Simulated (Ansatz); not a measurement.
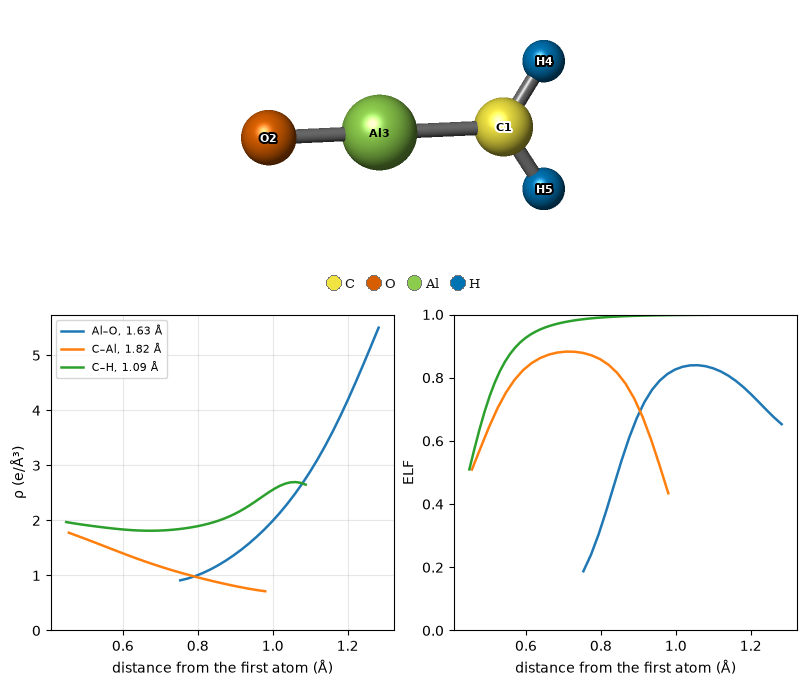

*CH2AlO (charge −1). Total electron density and ELF along straight lines between neighbouring atoms. The curves leave out the atomic cores. The structure is drawn too.*

Geometry: PBE0-D4/def2-TZVPD.

Level of theory: RKS PBE0-D4/def2-TZVPPD (Ansatz 0.2.0).

| atom | x (Å) | y (Å) | z (Å) |
| --- | --- | --- | --- |
| C | 0.1924 | 0.0681 | -0.3183 |
| O | 3.1798 | 0.7013 | 1.2918 |
| Al | 1.7718 | 0.4016 | 0.5298 |
| H | -0.3098 | -0.8963 | -0.2766 |
| H | -0.3252 | 0.8125 | -0.9201 |

Q: What can be read from the curves?

A: Al–O (1.63 Å): the density is about 1 e/Å³ at the midpoint; the ELF peaks at about 0.85 in the valence shell of O, 0.6 Å from its nucleus, and is about 0.40 at the midpoint.
C–Al (1.82 Å): the density is about 0.79 e/Å³ at the midpoint; the ELF peaks at about 0.90 between the atoms; a shared but strongly polarised pair.
C–H (1.09 Å): ρ at the midpoint is about 1.9 e/Å³; the ELF climbs to about 1 towards the hydrogen, as it does in any bond to H; a covalent bond by its length.
